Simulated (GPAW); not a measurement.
# CaHI (P4/nmm): G0W0 on several meshes in GPAW

Wanted: mesh dependence and cost of G0W0 for CaHI (P4/nmm).

Calculated with GPAW 26.7.0; LDA and many-body steps on it, plane waves.

### 1. Starting point

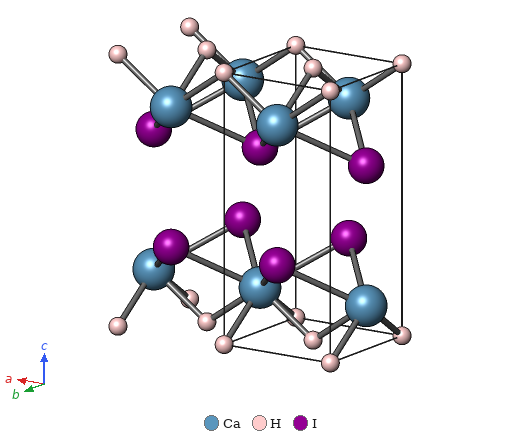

Start, viewed from a free direction; calcium blue, hydrogen pink, iodine purple. 2×1×1 cells are drawn. Some periodic images of atoms are drawn too.

Coordinates:

```cif
data_structure
_symmetry_space_group_name_H-M 'P4/nmm:1'
_symmetry_Int_Tables_number 129
_cell_length_a 4.0710
_cell_length_b 4.0710
_cell_length_c 8.9410
_cell_angle_alpha 90.000
_cell_angle_beta 90.000
_cell_angle_gamma 90.000
_cell_volume 148.18
loop_
_atom_site_label
_atom_site_type_symbol
_atom_site_symmetry_multiplicity
_atom_site_Wyckoff_symbol
_atom_site_fract_x
_atom_site_fract_y
_atom_site_fract_z
_atom_site_occupancy
Ca1 Ca 2 c 0.00000 0.50000 0.16000 1
H1 H 2 a 0.00000 0.00000 0.00000 1
I1 I 2 c 0.00000 0.50000 0.67500 1
```

The cell and positions come from the Crystallography Open Database and are kept as given unless a step says otherwise. Spin-orbit coupling is left out unless a step names it.

### 2. Empty states on the mesh, 4×4×1 mesh, 508 bands

This step: GPAW 26.7.0; DFT, LDA, plane waves, PAW.

The sums over transitions need many empty states on a uniform mesh; this step solves for them.

The input, run.py:

```python
import json
import numpy as np
from gpaw.mpi import world
from gpaw import GPAW

calc = GPAW('gs.gpw').fixed_density(kpts={'size': (4, 4, 1), 'gamma': True},
    parallel={'domain': 1, 'band': 1},
    txt='nscf.txt')
calc.diagonalize_full_hamiltonian(nbands=508)
calc.write('full.gpw', mode='all')
res = {}
kpts = calc.get_ibz_k_points()
res['kpts'] = kpts
res['eigenvalues'] = [calc.get_eigenvalues(kpt=k) for k in range(len(kpts))]
res['n_electrons'] = calc.get_number_of_electrons()

if world.rank == 0:
    with open('result.json', 'w') as f:
        json.dump(res, f, default=lambda x: x.tolist())
```

Started as:

```
$ mpirun -n 4 gpaw python run.py
```

Numbers of over 12 decimals in the logs are rounded to 6 here.

Log:

```text
Diagonalizing LCAO Hamiltonian
Converting LCAO to pw mode
convergence criteria:
- Maximum integral of absolute [eigenst]ate change: 4e-08 eV^2 / valence electron
maximum number of iterations: 100

SCF iterations
|iter     |     time |      energy | eigst |  dens |
|iter:   1|  |             | +1.32 |       |
|iter:   2|  |             | +0.47 |       |
|iter:   3|  |             | -0.35 |       |
[...]
|iter:  48|  |             | -4.39 |       |
|iter:  49|  |             | -4.46 |       |
[... further lines of this kind ...]
|iter:  84|  |             | -7.42c|       |
SCF steps: 84
  __  _  _
 | _ |_)|_||  |
 |__||  | ||/\| - 26.7.0

Input parameters:
  mode=PW(ecut=600.0),
  convergence={'density': 1e-06, 'bands': -3},
  gpts=array([24, 24, 54]),
  kpts=MonkhorstPack(size=(4, 4, 1), gamma=True),
  maxiter=100,
  nbands=27,
  occupations=Occupations(name='fermi-dirac', width=0.001, fixmagmom=False),
  parallel={'domain': 1, 'band': 1},
  xc=XC(name='LDA')
Matrix size: 4975x4975
# Writing to full.gpw (mode='all')
  [... matrices ...]

timing:  # [seconds]
  Total: 206.473  # ━━━━━━━━━━━━━━━━━━━━━━━━━━━━━━━━━━━━━━━━━━━━━━━━━━━━━━━━━
```

It took 3.9 min on 4 MPI ranks of Arm Neoverse V2, shared host; peak memory 7 GiB; 15 min of CPU time.

This step gave:

- gap: 3.149 eV
- k of the valence top: 0, 0, 0
- k of the conduction bottom: 0.5, 0.5, 0
- least direct gap: 3.269 eV
- k points computed: 6
- lowest point of the top converged band, above the valence top: 121.0378 eV

On this mesh the gap is 3.149 eV.

### 3. 4×4×1

Now the one-shot GW correction: screening in the RPA, then the self-energy of the levels asked for.

This step: G0W0 on LDA, plane waves, PAW.

The input, run.py:

```python
import json
import numpy as np
from gpaw.mpi import world
from gpaw.response.g0w0 import G0W0

gw = G0W0('full.gpw',
    filename='gw',
    kpts=[0, 5],
    bands=(16, 20),
    ecut=78,
    nbands=231,
    integrate_gamma='WS',
    ppa=True)
gw.calculate()
res = {mode: {k: v for k, v in r.items() if k != 'sigma_eskwn'}
       for mode, r in gw.all_results.items()}

if world.rank == 0:
    with open('result.json', 'w') as f:
        json.dump(res, f, default=lambda x: x.tolist())
```

Started as:

```
$ mpirun -n 4 gpaw python run.py
```

Log:

```text
Using integrator: PointIntegrator
FrequencyGridDescriptor(from 0.000+0.000j to 0.000+27.211j eV, 2 points)
Nonperiodic BCs:  [False False False]
Using integrator: PointIntegrator
FrequencyGridDescriptor(from 0.000+0.000j to 0.000+27.211j eV, 2 points)
Nonperiodic BCs:  [False False False]
  ___  _ _ _
 |   || | | |
 | | || | | |
 |__ ||_____|
 |___|

BZ k-points: Symmetries present (total): 8

  [... matrices ...]
16 k-points: 4 x 4 x 1 Monkhorst-Pack grid + [1/8,1/8,0.000000]
6 k-points in the irreducible part of the Brillouin zone
       k-points in crystal coordinates                weights
   0:     0.00000000    0.00000000    0.00000000          1/16
   1:     0.25000000    0.00000000    0.00000000          4/16
   2:     0.25000000    0.25000000    0.00000000          4/16
   3:     0.50000000    0.00000000    0.00000000          2/16
   4:     0.50000000    0.25000000    0.00000000          4/16
   5:     0.50000000    0.50000000    0.00000000          1/16

Distributing spins, k-points and bands (1 x 2 x 4) over 4 processes
Number of blocks: 1

Quasi particle states:
k-points (IBZ indices): [0, 5]
Band range: (16, 20)
  [... matrices ...]
Computational parameters:
Plane wave cut-off: 78 eV
Number of bands: 231
Coulomb cutoff: None
Broadening: 0.1 eV

fxc modes: GW
Kernel: RPA
Using Godby-Needs plasmon-pole approximation:
  Fitting energy: i*E0, E0 = 1.000 Hartree
Summing all q:

Calculating screened Coulomb potential
No Coulomb truncation
FrequencyGridDescriptor(from 0.000+0.000j to 0.000+27.211j eV, 2 points)
Removing empty qpoint cache files...

Calculating chi0 body with:
    Ground state adapter containing:
    Number of spins: 1
    Number of kpoints: 16
    Number of irreducible kpoints: 6
    Number of completely occupied states: 18
    Number of partially occupied states: 18
    Occupied states memory: 8.54296875 M / cpu

    Linear response parametrization:
    q_c: [0.0, 0.0, 0.0]
    Number of frequency points: 2
    Planewave cutoff: 78.0
    Number of bands: 231
    Number of planewaves: 229
    Broadening (eta): 1e-06
    comm.size: 4
    kncomm.size: 4
    blockcomm.size: 1

    Memory estimate of potentially large arrays:
        chi0_wGG: 1.600372 M / cpu
Integrating chi0 body.

Symmetries of q_c:
    Direct symmetries (Uq -> q): 8
    Indirect symmetries (TUq -> q): 8
In total 16 allowed symmetries.

  [... matrices ...]
6 groups of equivalent kpoints. 62.5% reduction.

Integral kind: response function
Integrating chi0 head and wings.

Symmetries of q_c:
    Direct symmetries (Uq -> q): 8
    Indirect symmetries (TUq -> q): 8
In total 16 allowed symmetries.

  [... matrices ...]
6 groups of equivalent kpoints. 62.5% reduction.

Integral kind: response function wings

Calculating chi0 body with:
    Ground state adapter containing:
    Number of spins: 1
    Number of kpoints: 16
    Number of irreducible kpoints: 6
    Number of completely occupied states: 18
    Number of partially occupied states: 18
    Occupied states memory: 8.54296875 M / cpu

    Linear response parametrization:
[... the further q-points ...]

Results:
f:      Occupation numbers
eps:     KS-eigenvalues [eV]
vxc:     KS vxc [eV]
exx:     Exact exchange [eV]
sigma:   Self-energies [eV]
dsigma:  Self-energy derivatives
Z:       Renormalization factors
qp:      QP-energies [eV]

k-point 0 (0): (0.000, 0.000, 0.000)                GW
band       f     eps     vxc     exx   sigma  dsigma       Z      qp
                                                                   GW
  16   1.000   1.956 -15.055 -17.533   1.695  -0.241   0.806   1.325
  17   1.000   2.460 -11.106 -13.424   1.390  -0.274   0.785   1.732
  18   0.000   5.729 -12.435  -6.500  -3.998  -0.232   0.812   7.302
  19   0.000   6.273 -11.159  -5.598  -3.972  -0.227   0.815   7.568

k-point 1 (5): (0.500, 0.500, 0.000)                GW
band       f     eps     vxc     exx   sigma  dsigma       Z      qp
                                                                   GW
  16   1.000   1.484 -10.937 -14.328   2.086  -0.293   0.774   0.475
  17   1.000   1.484 -10.937 -14.328   2.086  -0.293   0.774   0.475
  18   0.000   5.609 -10.090  -5.205  -3.713  -0.218   0.821   6.571
  19   0.000   5.609 -10.090  -5.205  -3.713  -0.218   0.821   6.571
```

Wall time 64 s (4 MPI ranks); peak memory 1.8 GiB.

Numbers from this step:

```yaml
g0w0_gap_on_the_points_computed: 4.839 eV
least_direct_g0w0_gap_on_the_computed_points: 5.569 eV
z_at_the_valence_top: 0.7849
z_at_the_conduction_bottom: 0.8208
starting_gap_on_the_mesh: 3.149 eV
k_of_the_valence_top: 0, 0, 0
k_of_the_conduction_bottom: 0.5, 0.5, 0
```

The gap on the mesh goes from 3.15 eV to 4.84 eV, a correction of +1.69 eV.

### 4. Empty states on the mesh, 2×2×1 mesh, 241 bands

This step: DFT, LDA, plane waves, PAW.

The input, run.py:

```python
import json
import numpy as np
from gpaw.mpi import world
from gpaw import GPAW

calc = GPAW('gs.gpw').fixed_density(kpts={'size': (2, 2, 1), 'gamma': True},
    nbands=281,
    convergence={'bands': 241},
    txt='nscf.txt')
calc.write('full.gpw', mode='all')
res = {}
kpts = calc.get_ibz_k_points()
res['kpts'] = kpts
res['eigenvalues'] = [calc.get_eigenvalues(kpt=k) for k in range(len(kpts))]
res['n_electrons'] = calc.get_number_of_electrons()

if world.rank == 0:
    with open('result.json', 'w') as f:
        json.dump(res, f, default=lambda x: x.tolist())
```

Started as:

```
$ mpirun -n 4 gpaw python run.py
```

Log:

```text
Diagonalizing LCAO Hamiltonian
Converting LCAO to pw mode
convergence criteria:
- Maximum integral of absolute [eigenst]ate change: 4e-08 eV^2 / valence electron
maximum number of iterations: 100

SCF iterations
|iter     |     time |      energy | eigst |  dens |
|iter:   1|  |             | +4.47 |       |
|iter:   2|  |             | +3.24 |       |
|iter:   3|  |             | +2.13 |       |
[...]
|iter:  13|  |             | -6.71 |       |
|iter:  14|  |             | -7.10 |       |
|iter:  15|  |             | -7.57c|       |
SCF steps: 15
  __  _  _
 | _ |_)|_||  |
 |__||  | ||/\| - 26.7.0

Input parameters:
  mode=PW(ecut=600.0),
  convergence={'bands': 241},
  gpts=array([24, 24, 54]),
  kpts=MonkhorstPack(size=(2, 2, 1), gamma=True),
  maxiter=100,
  nbands=281,
  occupations=Occupations(name='fermi-dirac', width=0.001, fixmagmom=False),
  parallel={},
  xc=XC(name='LDA')
# Writing to full.gpw (mode='all')
  [... matrices ...]

timing:  # [seconds]
  Total: 0.069  # ━━━━━━━━━━━━━━━━━━━━━━━━━━━━━━━━━━━━━━━━━━━━━━━━━━━━━━━━━━━
```

The job ended after 44 s (4 MPI ranks; peak memory 0.83 GiB; 2.9 min of CPU time).

This step gave:

```
gap                                                           : 3.149 eV
k of the valence top                                          : 0, 0, 0
k of the conduction bottom                                    : 0.5, 0.5, 0
least direct gap                                              : 3.269 eV
k points computed                                             : 3
lowest point of the top converged band, above the valence top : 69.4041 eV
```

On this mesh the gap is 3.149 eV.

### 5. 2×2×1

This step: G0W0 on LDA, plane waves, PAW.

The input, run.py:

```python
import json
import numpy as np
from gpaw.mpi import world
from gpaw.response.g0w0 import G0W0

gw = G0W0('full.gpw',
    filename='gw',
    kpts=[0, 2],
    bands=(16, 20),
    ecut=78,
    nbands=231,
    integrate_gamma='WS',
    ppa=True)
gw.calculate()
res = {mode: {k: v for k, v in r.items() if k != 'sigma_eskwn'}
       for mode, r in gw.all_results.items()}

if world.rank == 0:
    with open('result.json', 'w') as f:
        json.dump(res, f, default=lambda x: x.tolist())
```

Started as:

```
$ mpirun -n 4 gpaw python run.py
```

Log:

```text
Using integrator: PointIntegrator
FrequencyGridDescriptor(from 0.000+0.000j to 0.000+27.211j eV, 2 points)
Nonperiodic BCs:  [False False False]
Using integrator: PointIntegrator
FrequencyGridDescriptor(from 0.000+0.000j to 0.000+27.211j eV, 2 points)
Nonperiodic BCs:  [False False False]
  ___  _ _ _
 |   || | | |
 | | || | | |
 |__ ||_____|
 |___|

BZ k-points: Symmetries present (total): 8

  [... matrices ...]
4 k-points: 2 x 2 x 1 Monkhorst-Pack grid + [1/4,1/4,0.000000]
3 k-points in the irreducible part of the Brillouin zone
       k-points in crystal coordinates                weights
   0:     0.00000000    0.00000000    0.00000000          1/4
   1:     0.50000000    0.00000000    0.00000000          2/4
   2:     0.50000000    0.50000000    0.00000000          1/4

Distributing spins, k-points and bands (1 x 2 x 4) over 4 processes
Number of blocks: 1

Quasi particle states:
k-points (IBZ indices): [0, 2]
Band range: (16, 20)
  [... matrices ...]
Computational parameters:
Plane wave cut-off: 78 eV
Number of bands: 231
Coulomb cutoff: None
Broadening: 0.1 eV

fxc modes: GW
Kernel: RPA
Using Godby-Needs plasmon-pole approximation:
  Fitting energy: i*E0, E0 = 1.000 Hartree
Summing all q:

Calculating screened Coulomb potential
No Coulomb truncation
FrequencyGridDescriptor(from 0.000+0.000j to 0.000+27.211j eV, 2 points)
Removing empty qpoint cache files...

Calculating chi0 body with:
    Ground state adapter containing:
    Number of spins: 1
    Number of kpoints: 4
    Number of irreducible kpoints: 3
    Number of completely occupied states: 18
    Number of partially occupied states: 18
    Occupied states memory: 8.54296875 M / cpu

    Linear response parametrization:
    q_c: [0.0, 0.0, 0.0]
    Number of frequency points: 2
    Planewave cutoff: 78.0
    Number of bands: 231
    Number of planewaves: 229
    Broadening (eta): 1e-06
    comm.size: 4
    kncomm.size: 4
    blockcomm.size: 1

    Memory estimate of potentially large arrays:
        chi0_wGG: 1.600372 M / cpu
Integrating chi0 body.

Symmetries of q_c:
    Direct symmetries (Uq -> q): 8
    Indirect symmetries (TUq -> q): 8
In total 16 allowed symmetries.

  [... matrices ...]
3 groups of equivalent kpoints. 25.0% reduction.

Integral kind: response function
Integrating chi0 head and wings.

Symmetries of q_c:
    Direct symmetries (Uq -> q): 8
    Indirect symmetries (TUq -> q): 8
In total 16 allowed symmetries.

  [... matrices ...]
3 groups of equivalent kpoints. 25.0% reduction.

Integral kind: response function wings

Calculating chi0 body with:
    Ground state adapter containing:
    Number of spins: 1
    Number of kpoints: 4
    Number of irreducible kpoints: 3
    Number of completely occupied states: 18
    Number of partially occupied states: 18
    Occupied states memory: 8.54296875 M / cpu

    Linear response parametrization:
[... the further q-points ...]

Results:
f:      Occupation numbers
eps:     KS-eigenvalues [eV]
vxc:     KS vxc [eV]
exx:     Exact exchange [eV]
sigma:   Self-energies [eV]
dsigma:  Self-energy derivatives
Z:       Renormalization factors
qp:      QP-energies [eV]

k-point 0 (0): (0.000, 0.000, 0.000)                GW
band       f     eps     vxc     exx   sigma  dsigma       Z      qp
                                                                   GW
  16   1.000   1.956 -15.055 -17.876   1.960  -0.246   0.803   1.265
  17   1.000   2.460 -11.106 -13.423   1.513  -0.277   0.783   1.831
  18   0.000   5.729 -12.435  -6.368  -4.155  -0.239   0.807   7.272
[...]
k-point 1 (2): (0.500, 0.500, 0.000)                GW
band       f     eps     vxc     exx   sigma  dsigma       Z      qp
                                                                   GW
[...]
18   0.000   5.609 -10.090  -5.077  -3.869  -0.223   0.818   6.543
  19   0.000   5.609 -10.090  -5.077  -3.869  -0.223   0.818   6.544
```

Wall time 16 s (4 MPI ranks); peak memory 1.6 GiB; 62 s of CPU time.

This step gave:

- G0W0 gap on the points computed: 4.713 eV
- least direct G0W0 gap on the computed points: 5.441 eV
- Z at the valence top: 0.7828
- Z at the conduction bottom: 0.8175
- starting gap on the mesh: 3.149 eV
- k of the valence top: 0, 0, 0
- k of the conduction bottom: 0.5, 0.5, 0

Against G0W0 in GPAW (4×4×1 mesh, 231 bands, screening to 78 eV, Godby-Needs plasmon pole), the gap moves by −0.126 eV.

### 6. Side by side

Times are wall times on 4 MPI ranks of Arm Neoverse V2, shared host, good to a factor of about two.

```csv
run,mesh,bands,screening cutoff (eV),DFT gap (eV),gap on the mesh (eV),direct (eV),time
4×4×1,4×4×1,231,78,3.149,4.839,5.569,64 s
2×2×1,2×2×1,231,78,3.149,4.713,5.441,16 s
```

### 7. What came out

```yaml
4x4x1: 4.839 eV
2x2x1: 4.713 eV
known_limits: not at the basis limit; no spin-orbit coupling; coarse k mesh
```

**Reading.** 2×2×1: −0.126 eV against 4×4×1. Bands and cutoff are finite, so the gap is not at the basis limit. The miss can reach some tenths of an eV and take either sign; the mesh is an error of its own. These stock PAW sets were not made for GW; the filled d or f shell of I lies in the frozen core, which bears on start and correction. In the G0W0 runs levels were corrected at 2 k points alone, so a gap called «on the mesh» is the least over those, and an edge elsewhere would be missed. The 4×4×1 mesh is coarse for this cell, which bears on the long-range parts of exchange and screening. Mesh or cutoff lie under what a gap needs, so these runs test behaviour and cost; their gaps are not to be quoted. The many-body steps are scalar-relativistic: spin-orbit coupling is not in them.

[Paths, hosts, dates, memory and timing lines, banners, echoed tables and standing remarks are left out of the program output.]

[Logs are printed without paths, hosts, clocks, repeated set-up lines and the standing remarks that a program may print on its own settings, such as how far it seeks lower states.]

[Runs of the session that timed out or met a known fault of the program may be left out.]

[Hosts, paths, dates, database ids (printed as entryN), source tags and the programs' standing remarks are cut or masked in the printed files.]
